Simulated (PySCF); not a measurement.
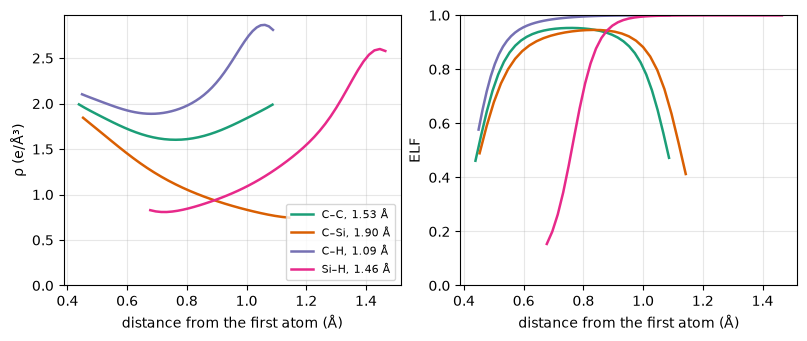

Figure 1: C₃H₁₃Si₃ (SMILES CC[SiH]C([SiH3])[SiH3]) (doublet). Total electron density and electron localisation function along straight lines between neighbouring atoms. The curves leave out the atomic cores.

Geometry: GFN2-xTB.

These are results of UKS B3LYP, pcH-1 on C H Si, non-relativistic, mean-field spin-orbit, GIAO (PySCF), not measurements.

```yaml
atoms:
  - { symbol: C, position_ang: [2.5779, 0.1365, -0.1105] }
  - { symbol: C, position_ang: [1.6056, -0.8941, 0.4542] }
  - { symbol: Si, position_ang: [0.1907, -1.2807, -0.7660] }
  - { symbol: C, position_ang: [-1.3478, -0.1785, -0.5214] }
  - { symbol: Si, position_ang: [-2.2871, -0.7118, 1.0474] }
  - { symbol: Si, position_ang: [-0.9839, 1.6907, -0.5652] }
  - { symbol: H, position_ang: [3.3783, 0.3460, 0.5989] }
  - { symbol: H, position_ang: [2.0641, 1.0702, -0.3317] }
  - { symbol: H, position_ang: [3.0304, -0.2285, -1.0306] }
  - { symbol: H, position_ang: [1.1843, -0.5183, 1.3882] }
  - { symbol: H, position_ang: [2.1616, -1.7986, 0.7059] }
  - { symbol: H, position_ang: [0.6888, -1.2007, -2.1516] }
  - { symbol: H, position_ang: [-2.0062, -0.3902, -1.3692] }
  - { symbol: H, position_ang: [-2.6181, -2.1359, 0.9398] }
  - { symbol: H, position_ang: [-1.4577, -0.4985, 2.2360] }
  - { symbol: H, position_ang: [-3.5243, 0.0602, 1.2112] }
  - { symbol: H, position_ang: [-0.2038, 2.0130, -1.7658] }
  - { symbol: H, position_ang: [-0.2248, 2.0816, 0.6259] }
  - { symbol: H, position_ang: [-2.2378, 2.4469, -0.6029] }
```

What can be read from the curves?

Answer. C–C (1.53 Å): the density is about 1.6 e/Å³ at the midpoint; the ELF peaks at about 0.95 between the atoms; a shared electron pair.
C–Si (1.90 Å): the density is about 0.88 e/Å³ at the midpoint; the ELF peaks at about 0.95 between the atoms; localised, covalent bonding.
C–H (1.09 Å): the density is about 2 e/Å³ at the midpoint; the ELF climbs to about 1 towards the hydrogen, as it does in any bond to H (a covalent bond by its length).
Si–H (1.46 Å): ρ is about 0.81 e/Å³ halfway; the ELF climbs to about 1 towards the hydrogen.
